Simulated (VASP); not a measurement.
# A VASP study of Pt (LDA): structure first, properties next

Aim: relax Pt with LDA, compute its properties on that cell and hold them against experiment. The steps: relaxing cell and atoms (LDA), second relaxation, density, ELF and potential (LDA), band structure (LDA), density of states (LDA), core levels (LDA) and band structure (LDA + SOC). Left out of this account: 1 further run (relaxation: a spoilt try). The start is a cell from a database of measured crystal structures.

Main program and level: VASP 6.6.1; LDA; plane waves and PAW (Pt), in the first sound run; inputs show where later runs differ.

Experimental background.

For Pt, fcc (Pt in the cooled residue of the platinate partly decomposed at about 960 C), “Crystal structure of Nd10.67Pt4O24, a new neodymium platinate” (2024, arxiv:2412.16732) gives, by powder X-ray diffraction, Rietveld: lattice constant a (a, cubic cell) 3.9227 ± 0.0002 Å [Pt in a mixed-phase decomposition product after thermogravimetry; sample displacement …].

## (1) Starting point

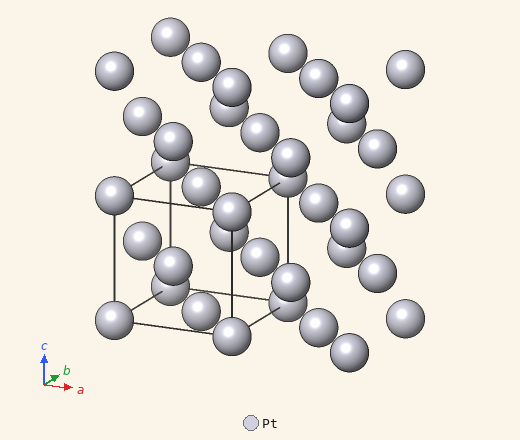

The cell as given, from a free direction (platinum light grey). 2×1×2 cells are drawn. This picture shows the conventional cell, with its axes. Some periodic images of atoms are drawn too.

## (2) Relaxing cell and atoms (LDA)

Properties are meant for the cell that this level of theory prefers, so cell and atoms are relaxed first (ISIF = 3) until forces and stress are small; EDIFFG sets the threshold. LDA, the lowest rung, knows the local density alone.

Contents of INCAR:

```
SYSTEM = Pt
PREC = Accurate
ENCUT = 400
EDIFF = 1E-06
NELM = 100
ISMEAR = 1
SIGMA = 0.2
LREAL = .FALSE.
ALGO = Normal
GGA = CA
NBANDS = 11
LASPH = .TRUE.
LORBIT = 11
LWAVE = .FALSE.
LCHARG = .FALSE.
KPAR = 2
IBRION = 2
NSW = 60
ISIF = 3
EDIFFG = -0.01
```

Contents of POSCAR:

```
Pt
1.0
    0.0000000000      1.9609000000      1.9609000000
    1.9609000000      0.0000000000      1.9609000000
    1.9609000000      1.9609000000      0.0000000000
Pt
1
Direct
    0.0000000000      0.0000000000      0.0000000000
```

Contents of KPOINTS:

```
Automatic mesh
0
Gamma
10 10 10
0 0 0
```

PAW data sets: Pt (LDA family, release 64).

Run with:

```sh
$ mpirun -np 2 vasp_std
```

Output:

```text
[banner, memory and clock lines left out]
running    2 mpi-ranks, on    1 nodes
 distrk:  each k-point on    1 cores,    2 groups
 distr:  one band on    1 cores,    1 groups

 POSCAR found type information on POSCAR Pt
 POSCAR found :  1 types and       1 ions
 LDA part: xc-table for (Slater(with rela. corr.)+CA(PZ))
 , standard interpolation
 POSCAR, INCAR and KPOINTS ok, starting setup
 FFT: planning ... GRIDC
 FFT: planning ... GRID_SOFT
 FFT: planning ... GRID
 WAVECAR not read
 entering main loop
       N       E                     dE             d eps       ncg     rms          rms(c)
DAV:   1     0.276937490715E+02    0.27694E+02   -0.45424E+03  1122   0.671E+02
DAV:   2    -0.749320865402E+01   -0.35187E+02   -0.33290E+02  1193   0.152E+02
DAV:   3    -0.791736855342E+01   -0.42416E+00   -0.42282E+00  1199   0.153E+01
DAV:   4    -0.791904169741E+01   -0.16731E-02   -0.16729E-02  1214   0.114E+00
DAV:   5    -0.791905507163E+01   -0.13374E-04   -0.13375E-04  1202   0.934E-02    0.132E+01
DAV:   6    -0.752840763026E+01    0.39065E+00   -0.91420E-01  1094   0.752E+00    0.681E+00
DAV:   7    -0.748761911755E+01    0.40789E-01   -0.12708E-01  1190   0.269E+00    0.263E+00
DAV:   8    -0.748318599550E+01    0.44331E-02   -0.41674E-03  1142   0.604E-01    0.493E-01
DAV:   9    -0.748307120574E+01    0.11479E-03   -0.44397E-05  1166   0.637E-02    0.154E-02
DAV:  10    -0.748307469862E+01   -0.34929E-05   -0.13338E-06  1138   0.773E-03    0.210E-03
DAV:  11    -0.748307472847E+01   -0.29846E-07   -0.36387E-08   625   0.167E-03
   1 F= -.74830747E+01 E0= -.74842383E+01  d E =-.748307E+01
 curvature:   0.00 expect dE= 0.000E+00 dE for cont linesearch  0.000E+00
 trial: gam= 0.00000 g(F)=  0.000E+00 g(S)=  0.379E-01 ort = 0.000E+00 (trialstep = 0.100E+01)
 search vector abs. value=  0.379E-01
 bond charge predicted
       N       E                     dE             d eps       ncg     rms          rms(c)
DAV:   1    -0.790391752356E+01   -0.42084E+00   -0.97294E+00  1064   0.294E+01    0.594E+00
DAV:   2    -0.746853321521E+01    0.43538E+00   -0.10502E+00  1061   0.806E+00    0.176E+00
DAV:   3    -0.743797433047E+01    0.30559E-01   -0.12847E-01  1189   0.269E+00    0.756E-01
DAV:   4    -0.743933577636E+01   -0.13614E-02   -0.37273E-03  1220   0.400E-01    0.128E-01
DAV:   5    -0.743950774994E+01   -0.17197E-03   -0.13306E-04  1326   0.645E-02    0.199E-02
DAV:   6    -0.743952683719E+01   -0.19087E-04   -0.73070E-06  1250   0.147E-02    0.247E-03
DAV:   7    -0.743952689902E+01   -0.61831E-07   -0.96657E-08   696   0.261E-03
   2 F= -.74395269E+01 E0= -.74412033E+01  d E =0.435478E-01
[...]
3 F= -.74878661E+01 E0= -.74891648E+01  d E =-.479137E-02
 curvature:  -0.11 expect dE=-0.252E-05 dE for cont linesearch -0.252E-05
 ZBRENT: interpolating
 opt :   0.2490  next Energy=    -7.487869 (dE=-0.479E-02)
 bond charge predicted
       N       E                     dE             d eps       ncg     rms          rms(c)
DAV:   1    -0.748788172680E+01   -0.15624E-04   -0.27321E-04  1073   0.155E-01    0.262E-02
DAV:   2    -0.748786924729E+01    0.12480E-04   -0.33303E-05  1064   0.444E-02    0.104E-02
DAV:   3    -0.748786853788E+01    0.70941E-06   -0.32590E-06   595   0.133E-02
   4 F= -.74878685E+01 E0= -.74891701E+01  d E =-.479381E-02
 curvature:  -0.11 expect dE=-0.782E-08 dE for cont linesearch -0.782E-08
 trial: gam=-0.00137 g(F)=  0.236E-63 g(S)=  0.718E-07 ort = 0.522E-04 (trialstep = 0.850E+00)
 search vector abs. value=  0.100E-09
 reached required accuracy - stopping structural energy minimisation
```

The job ended after 4 s (2 MPI ranks of Intel Xeon 6975P-C (Granite Rapids), shared host; peak memory 0.22 GiB; 6.7 s of CPU time).

Lines that name or quote the potential files are left out of all logs, and their timing lines are given in words.

Parts of OUTCAR (step 2):

```text
ion  position               nearest neighbor table
   1  0.000  0.000  0.000-

  LATTYP: Found a face centered cubic cell.
 ALAT       =     3.9218000000

 Subroutine GETGRP returns: Found 48 space group operations
 (whereof 48 operations were pure point group operations)

The static configuration has the point symmetry O_h .

 Found     47 irreducible k-points:

   k-points           NKPTS =     47   k-points in BZ     NKDIM =     47   number of bands    NBANDS=     11

   dimension x,y,z NGX =    18 NGY =   18 NGZ =   18
   dimension x,y,z NGXF=    36 NGYF=   36 NGZF=   36

   ENCUT  =  400.0 eV  29.40 Ry    5.42 a.u.   4.52  4.52  4.52*2*pi/ulx,y,z

   NELECT =      10.0000    total number of electrons

 k-points in reciprocal lattice and weights: Automatic mesh
   0.00000000  0.00000000  0.00000000       0.001
   0.10000000  0.00000000  0.00000000       0.008
   0.20000000  0.00000000  0.00000000       0.008
   0.30000000  0.00000000  0.00000000       0.008
   0.40000000  0.00000000  0.00000000       0.008
   0.50000000  0.00000000  0.00000000       0.004
   0.10000000  0.10000000  0.00000000       0.006
   0.20000000  0.10000000  0.00000000       0.024
   0.30000000  0.10000000  0.00000000       0.024
[...]
-0.30000000  0.40000000  0.20000000       0.024
  -0.30000000  0.50000000  0.20000000       0.012

 average (electrostatic) potential at core
       1 -62.7175

 E-fermi :  11.5292

 k-point     1 :       0.0000    0.0000    0.0000
  band No.  band energies     occupation
    ...
      2       7.5749      2.00000
      3       7.5749      2.00000
      4       7.5749      2.00000
      5       9.8325      2.00000
      6       9.8325      2.00000
      7      26.0732      0.00000
      8      31.0973      0.00000
      9      31.0973      0.00000
     10      31.0973      0.00000
     11      36.6170      0.00000

 k-point     2 :       0.1000    0.0000    0.0000
  band No.  band energies     occupation
    ...
      2       7.4017      2.00000
      3       7.7300      2.00000
      4       7.7300      2.00000
      5       9.7512      2.00000
      6       9.7512      2.00000
      7      26.6973      0.00000
      8      29.3534      0.00000
      9      31.7315      0.00000
     10      31.7315      0.00000
     11      38.2562      0.00000

 k-point     3 :       0.2000    0.0000    0.0000
  band No.  band energies     occupation
    ...
      2       7.1441      2.00000
      3       7.9707      2.00000
      4       7.9707      2.00000
      5       9.7777      2.00000
      6       9.7777      2.00000
      7      26.4751      0.00000
      8      27.8745      0.00000
      9      33.4298      0.00000
     10      33.4298      0.00000
     11      35.7065      0.00000

  Total       -0.0007043     -0.0007043     -0.0007043      0.0000000      0.0000000     -0.0000000
  in kB       -0.0762288     -0.0762288     -0.0762288      0.0000000      0.0000000     -0.0000000
  external PRESSURE =      -0.0762288 kB  Pullay stress =       0.0000000 kB

  energy-cutoff  :      400.00
  volume of cell :       14.80
      direct lattice vectors                 reciprocal lattice vectors
     0.000000000  1.948840008  1.948840008    -0.256562877  0.256562877  0.256562877
     1.948840008  0.000000000  1.948840008     0.256562877 -0.256562877  0.256562877
     1.948840008  1.948840008  0.000000000     0.256562877  0.256562877 -0.256562877

 POSITION                                       TOTAL-FORCE (eV/Angst)
 -----------------------------------------------------------------------------------
      0.00000      0.00000      0.00000         0.000000     -0.000000     -0.000000
 -----------------------------------------------------------------------------------
    total drift:                                0.000000     -0.000000     -0.000000

  FREE ENERGIE OF THE ION-ELECTRON SYSTEM (eV)
  ---------------------------------------------------
  free  energy   TOTEN  =        -7.4878685379 eV

  energy  without entropy=       -7.4917732944  energy(sigma->0) =       -7.48917012

 reached required accuracy - stopping structural energy minimisation

 total charge
# of ion       s       p       d       tot
------------------------------------------
    1        0.647   0.636   8.070   9.353

[... 3 further parts left out ...]
```

The k-mesh is coarse for a metal. The run keeps the 48 symmetry operations of its start, so it cannot find a distortion of lower symmetry.

Step by step:

| step | energy less that of the first step (eV) | largest force (eV/Å) | pressure (GPa) | volume (Å³) |
| --- | --- | --- | --- | --- |
| 1 | 0.0000 | 0.0000 | -5.44 | 15.08 |
| 2 | 0.0435 | 0.0000 | 20.22 | 13.99 |
| 3 | -0.0048 | 0.0000 | -0.13 | 14.81 |
| 4 | -0.0048 | 0.0000 | -0.01 | 14.80 |

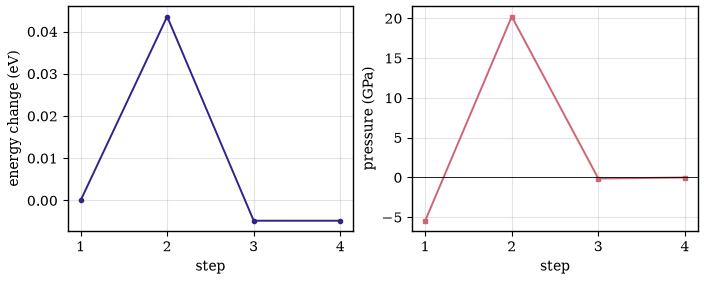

Energy and pressure along the relaxation.

| conventional cell, symmetrised | before | after | change |
| --- | --- | --- | --- |
| a (Å) | 3.922 | 3.898 | -0.6 % |
| b (Å) | 3.922 | 3.898 | -0.6 % |
| c (Å) | 3.922 | 3.898 | -0.6 % |
| volume (Å³/atom) | 15.08 | 14.80 | -1.8 % |

The relaxed structure:

```xyz
1
Lattice="0.0000 1.9488 1.9488 1.9488 0.0000 1.9488 1.9488 1.9488 0.0000" Properties=species:S:1:pos:R:3 pbc="T T T"
Pt    0.0000    0.0000    0.0000
```

Numbers from this step:

```yaml
electrons: 10
bands: 11
irreducible_k_points: 47
symmetry_operations: 48
free_energy_toten: -7.488 eV
energy_at_zero_smearing: -7.489 eV
fermi_energy: 11.53 eV
pressure: -0.007623 GPa
metallic: yes
scf_cycles_over_all_ionic_steps: 28
```

It ends with forces that vanish by symmetry and a pressure of -0.01 GPa. The volume lies -1.8 % from that of the database's start, which holds the thermal and zero-point expansion of its experiment.

## (3) Second relaxation

The basis stayed that of the start cell while the cell moved. A rerun from the cell reached resets it; the error of the finite cutoff stays.

INCAR is that of step 2.

Contents of POSCAR:

```
Pt
1.0
    0.0000000000      1.9488400081      1.9488400081
    1.9488400081      0.0000000000      1.9488400081
    1.9488400081      1.9488400081      0.0000000000
Pt
1
Direct
    0.0000000000      0.0000000000      0.0000000000
```

KPOINTS is that of step 2.

Run with:

```sh
$ mpirun -np 2 vasp_std
```

Output:

```text
[... set-up lines as in an earlier step ...]
 entering main loop
       N       E                     dE             d eps       ncg     rms          rms(c)
DAV:   1     0.267166936001E+02    0.26717E+02   -0.47049E+03  1154   0.677E+02
DAV:   2    -0.752800944904E+01   -0.34245E+02   -0.32829E+02  1202   0.149E+02
DAV:   3    -0.791836893274E+01   -0.39036E+00   -0.38915E+00  1190   0.148E+01
DAV:   4    -0.791987190343E+01   -0.15030E-02   -0.15029E-02  1208   0.108E+00
DAV:   5    -0.791988371725E+01   -0.11814E-04   -0.11812E-04  1211   0.888E-02    0.140E+01
DAV:   6    -0.753568129269E+01    0.38420E+00   -0.86701E-01  1112   0.739E+00    0.721E+00
DAV:   7    -0.749234668422E+01    0.43335E-01   -0.13343E-01  1187   0.278E+00    0.266E+00
DAV:   8    -0.748776522289E+01    0.45815E-02   -0.46785E-03  1124   0.640E-01    0.496E-01
DAV:   9    -0.748765223391E+01    0.11299E-03   -0.46114E-05  1175   0.652E-02    0.145E-02
DAV:  10    -0.748765590218E+01   -0.36683E-05   -0.14121E-06  1160   0.793E-03    0.163E-03
DAV:  11    -0.748765592826E+01   -0.26078E-07   -0.34825E-08   628   0.164E-03
   1 F= -.74876559E+01 E0= -.74889569E+01  d E =-.748766E+01
 curvature:   0.00 expect dE= 0.000E+00 dE for cont linesearch  0.000E+00
 trial: gam= 0.00000 g(F)=  0.000E+00 g(S)=  0.230E-05 ort = 0.000E+00 (trialstep = 0.100E+01)
 search vector abs. value=  0.230E-05
 reached required accuracy - stopping structural energy minimisation
```

Elapsed: 2.6 s, on 2 MPI ranks; peak memory 0.21 GiB; 3.8 s of CPU time.

OUTCAR, selected parts (step 3):

```text
  LATTYP: Found a face centered cubic cell.
 ALAT       =     3.8976800162

The static configuration has the point symmetry O_h .

 Found     47 irreducible k-points:

   ENCUT  =  400.0 eV  29.40 Ry    5.42 a.u.   4.49  4.49  4.49*2*pi/ulx,y,z

   NELECT =      10.0000    total number of electrons

 E-fermi :  11.5294

 k-point     1 :       0.0000    0.0000    0.0000
  band No.  band energies     occupation
    ...
      2       7.5749      2.00000
      3       7.5749      2.00000
      4       7.5749      2.00000
      5       9.8325      2.00000
      6       9.8325      2.00000
      7      26.0732      0.00000
      8      31.0974      0.00000
      9      31.0974      0.00000
     10      31.0974      0.00000
     11      36.6170      0.00000

 k-point     2 :       0.1000    0.0000    0.0000
  band No.  band energies     occupation
    ...
      2       7.4018      2.00000
      3       7.7300      2.00000
      4       7.7300      2.00000
      5       9.7513      2.00000
      6       9.7513      2.00000
      7      26.6973      0.00000
      8      29.3536      0.00000
      9      31.7316      0.00000
     10      31.7316      0.00000
     11      38.2563      0.00000

  Total       -0.0039861     -0.0039861     -0.0039861     -0.0000000      0.0000000     -0.0000000
  in kB       -0.4314151     -0.4314151     -0.4314151     -0.0000000      0.0000000     -0.0000000
  external PRESSURE =      -0.4314151 kB  Pullay stress =       0.0000000 kB

 POSITION                                       TOTAL-FORCE (eV/Angst)
 -----------------------------------------------------------------------------------
      0.00000      0.00000      0.00000         0.000000      0.000000      0.000000
 -----------------------------------------------------------------------------------
    total drift:                                0.000000     -0.000000     -0.000000

  FREE ENERGIE OF THE ION-ELECTRON SYSTEM (eV)
  ---------------------------------------------------
  free  energy   TOTEN  =        -7.4876559283 eV

  energy  without entropy=       -7.4915587189  energy(sigma->0) =       -7.48895686

[... 8 parts as in an earlier step ...]

[... 5 further parts left out ...]
```

Little changed from the start: no atom moved by 0.005 Å and no cell edge by 0.1 %.

This step gave:

- pressure: -0.04314 GPa
- SCF cycles over all ionic steps: 11

It ends with forces that vanish by symmetry and a pressure of -0.04 GPa. The volume moved by under 0.01 %: the run met its threshold at the first step.

(Part 1 of 3 ends here.)

[Lines on the potential files, build, host, timing and source positions are cut from VASP's logs without a mark.]

[Logs are printed without paths, hosts, clocks, repeated set-up lines and the standing remarks that a program may print on its own settings, such as how far it seeks lower states.]

[Hosts, paths, dates, database ids (printed as entryN), source tags and the programs' standing remarks are cut or masked in the printed files.]

[A measured line is paired with the nearest computed mode of its activity, which favours agreement.]
